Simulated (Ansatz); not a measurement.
**H3Si···NH3 (doublet): density, localisation and related maps**

Input

```
crystal:
  periodic: [false, false, false]
  atoms:
    - { symbol: Si, position_ang: [-0.108234, 0.235936, 0.137245] }
    - { symbol: H, position_ang: [-0.792146, 0.556283, 2.688517] }
    - { symbol: H, position_ang: [1.399461, 0.151366, 0.182384] }
    - { symbol: H, position_ang: [-0.51346, 0.955274, -1.128893] }
    - { symbol: H, position_ang: [-0.649986, -1.173806, 0.090107] }
    - { symbol: "N", position_ang: [-0.047726, -0.059642, 3.083078] }
    - { symbol: H, position_ang: [-0.149698, -0.994272, 2.664526] }
    - { symbol: H, position_ang: [0.863188, 0.328862, 2.804436] }
magnetization:
  spin_polarized: true
  initial_magnetization: 1
basis:
  gaussian: { orbitals: def2-SVP }
hamiltonian:
  xc: lda
relax:
  f_tol: 0.03
  max_steps: 50
output:
  orbitals: {}
```

Launched as:

```sh
ansatz run input.yaml --threads 1 --pin off --max-ram 2048MiB --backend cpu --events-out ev --progress --plain --runs-dir out
```

The fields are those of the run's last geometry, not of the input's.

Computed with UKS LDA/def2-SVP (Ansatz 0.2.0).

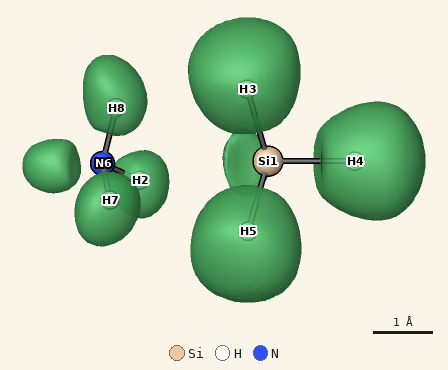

Figure 1. Isosurface of the ELF at 0.9 (green), seen at an oblique angle. Only the valence region is drawn (cores and ρ < 0.01 e/Å³ removed).

Describe the localisation domains.

The ELF exceeds this value in six regions around hydrogen nuclei, one lobe on N, pointing away from the bonds (non-bonding electrons) and one lobe on Si, pointing away from the bonds (non-bonding electrons).


Si1···N6 (2.96 Å): the ELF dips to about 0.15 between them. N–H (1.03 Å): the ELF climbs to about 1 towards the hydrogen, as it does in any bond to H (a covalent bond by its length).

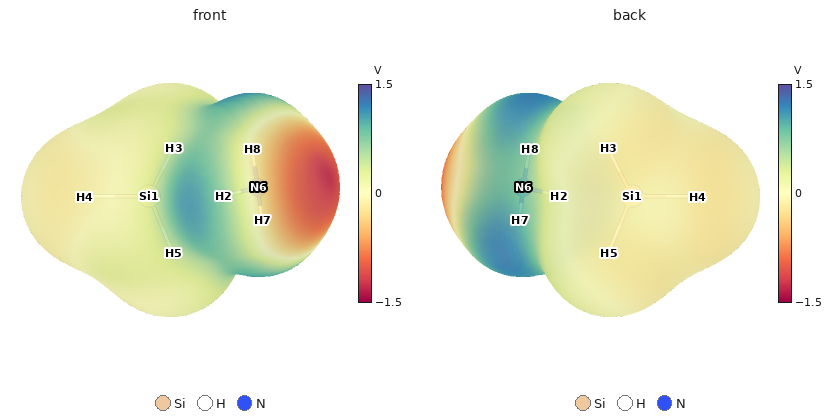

Figure 2. The molecular electrostatic potential painted on the density surface at 0.001 e/bohr³, seen from the front and from behind; red is negative and blue positive.

Describe the electrostatic potential map.

The most negative region (about −1.2 V, or −28 kcal/mol for a unit charge) lies over N6, the most positive (about +1.2 V, or +28 kcal/mol for a unit charge) over H7 and H8. N6 is the likeliest acceptor of a hydrogen bond.

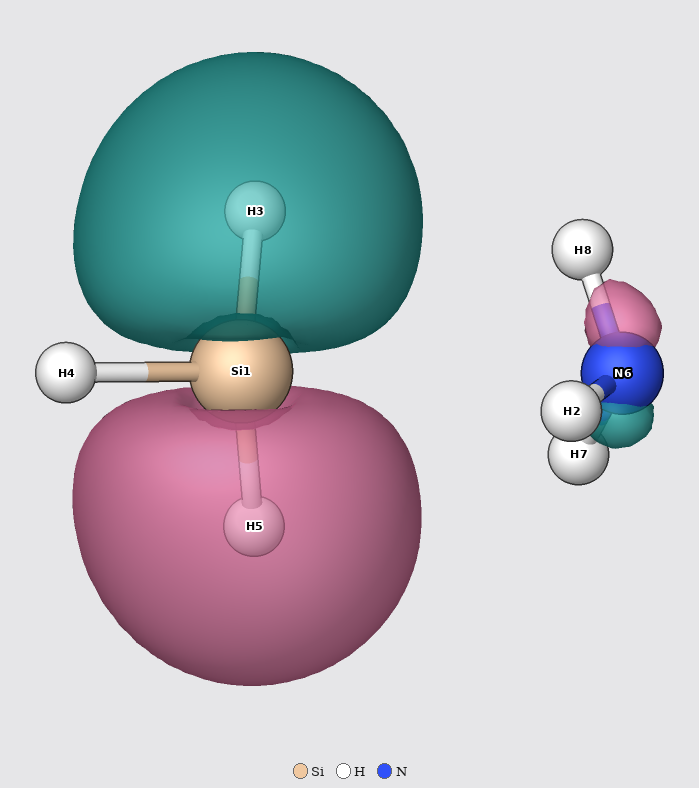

Figure 3. The HOMO−1 (β) at ±0.08 Å⁻³ᐟ² (teal and pink are the two phases), seen across its widest extent.

Where does this orbital lie, and at what energy?

It lies mainly on Si1 (about 45 %), H3 (about 25 %) and H5 (about 25 %). Its energy is −8.20 eV.
